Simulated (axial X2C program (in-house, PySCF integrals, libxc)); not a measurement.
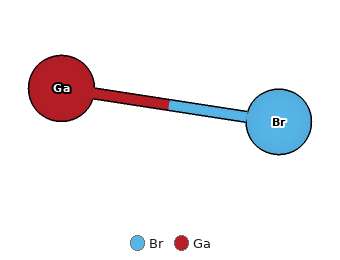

*The molecule at the reference distance of 2.375 Å.*

BrGa: relativistic diatomic calculation

- system: BrGa, single determinant with M_S = 0 and |Λ| = 0.
- method: M06, spin-free X2C-1e, Br dyall-cv3z, Ga dyall-cv3z (cores contracted) (axial X2C program (in-house, PySCF integrals, libxc))

## The input
```
{"zs": [35, 31], "q": 0, "bas": ["dyall-cv3z", "dyall-cv3z"], "levels": ["PBE0", "HF", "M06"], "cc": true, "r0": 2.38, "thr": -1.0, "nmax": 90, "npts": 10, "nst": 2, "ntry": 6}
```

The line is the task of a batch: nuclear charges, charge, bases, the levels to run, a first guess of the distance and further settings. This report covers M06 without spin-orbit coupling. The log is that of the reference distance 2.375 Å.

Hardware: 1 thread of Arm Neoverse V1, 24 GiB of memory available, shared host.

The run was one of a batch that the task file lists, launched with:
```bash
python <driver script> task.json out
```

## The program's output
```
spin-free X2C-1e  M06
basis functions 210  fitting functions 1201  grid points 5801
iter        total energy     max residual
   1      -4550.346398906     1.65e-01
   2      -4550.351300269     4.02e-03
   3      -4550.351402451     9.13e-03
   4      -4550.351513855     7.62e-04
   5      -4550.351514548     8.23e-04
   6      -4550.351519131     1.42e-04
   7      -4550.351519154     1.04e-04
   8      -4550.351519273     1.82e-05
   9      -4550.351519275     2.19e-05
  10      -4550.351519279     1.56e-06
converged
one-electron -6816.42553352  Coulomb 2193.47614938  exact exchange -44.71716420  xc functional -124.43540203  nuclear repulsion 241.75043109
```

## The points of the curve

| R (Å) | E (hartree) | dipole (D; origin at the first atom, positive when the second is positive) | highest filled (eV) | lowest empty (eV) |
| --- | --- | --- | --- | --- |
| 2.066 | −4550.326527 | 0.70 | −6.79 | −1.45 |
| 2.161 | −4550.341110 | 1.36 | −7.00 | −1.60 |
| 2.232 | −4550.347339 | 1.86 | −7.13 | −1.71 |
| 2.304 | −4550.350562 | 2.36 | −7.24 | −1.83 |
| 2.375 | −4550.351519 | 2.86 | −7.32 | −1.94 |
| 2.458 | −4550.350488 | 3.44 | −7.38 | −2.07 |
| 2.541 | −4550.347786 | 4.01 | −7.40 | −2.20 |
| 2.648 | −4550.342656 | 4.72 | −7.33 | −2.37 |
| 2.779 | −4550.334850 | 5.57 | −7.07 | −2.56 |
| 2.969 | −4550.322177 | 6.75 | −6.75 | −2.83 |

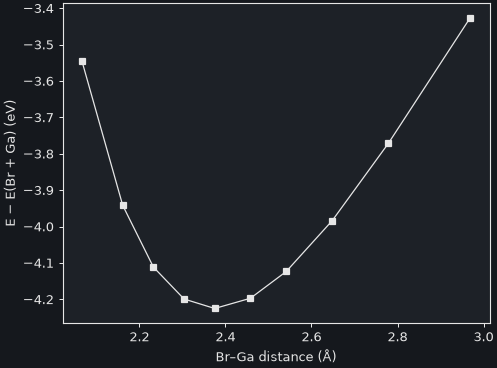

*Energy at 10 bond lengths, for one set of occupations held fixed; the line joins the points.*

A polynomial of degree 6 through 9 points gives rₑ = 2.375 Å, ωₑ = 259.9 cm⁻¹, ωₑxₑ = 0.71 cm⁻¹ and Bₑ = 0.08120 cm⁻¹. The minimum lies 4.23 eV below Br + Ga, each computed as one determinant at the same level.

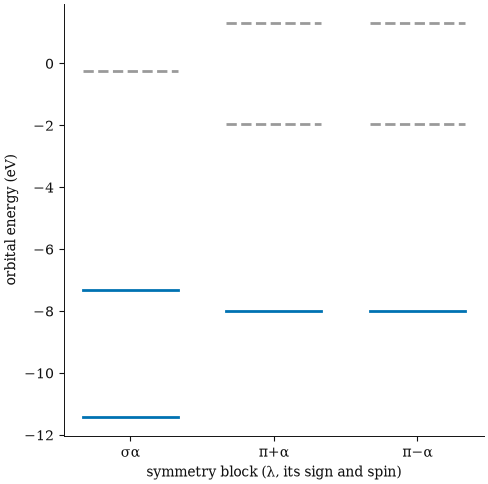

*Orbital energies near the frontier at 2.38 Å, filled (solid) and empty (dashed); a label such as π−α means λ = −1 and α spin, and the β levels equal the α ones.*

The highest filled orbital (σα; 43 % Br p, 30 % Ga s) lies at −7.32 eV, the lowest empty one (π+α; 90 % Ga p, 6 % Br p) at −1.94 eV.

## Summary

| quantity | value |
| --- | --- |
| outcome | converged |
| bond length rₑ | 2.375 Å |
| ωₑ | 259.9 cm⁻¹ |
| energy at the minimum | −4550.35152 hartree |
| depth below the fragments | 4.23 eV |
| wall time | 11 s |
| peak memory | 0.68 GiB |
